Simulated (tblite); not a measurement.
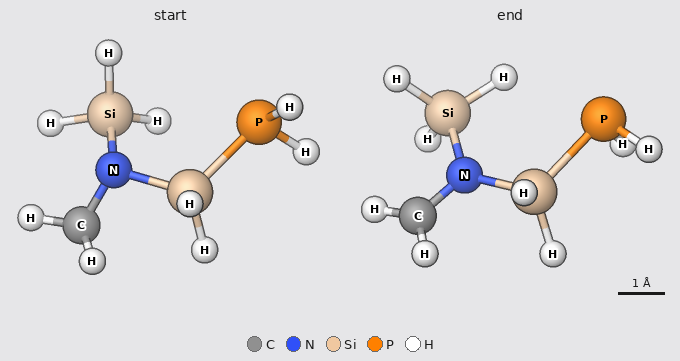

The structure of CH$_{9}$NPSi$_{2}$ (multiplicity 2) before (left) and after (right) a relaxation, at one scale.

A ball-and-stick model, seen at a tilt.

These are results of GFN2-xTB geometry optimisation, gas phase in tblite 0.8.0, not measurements. 

### Summarise the run.

Over 173 geometry steps the energy falls by 24.6 kcal/mol. An H atom moves most after the best rigid fit: 1.28 Å. By element the largest moves are H 1.28 Å, N 0.39 Å, C 0.38 Å, P 0.15 Å, Si 0.12 Å. Some distances before and after: C–N 1.445 → 1.368 Å, H–P 1.460 → 1.384 Å, C–H 1.120 → 1.070 Å, P–Si 2.187 → 2.232 Å. Bond angles that change, for instance: Si–P–H 107.3° → 92.7°, Si–N–Si 113.6° → 127.7°, H–P–H 104.9° → 92.2°. Groups turn about P–Si by about 50°.
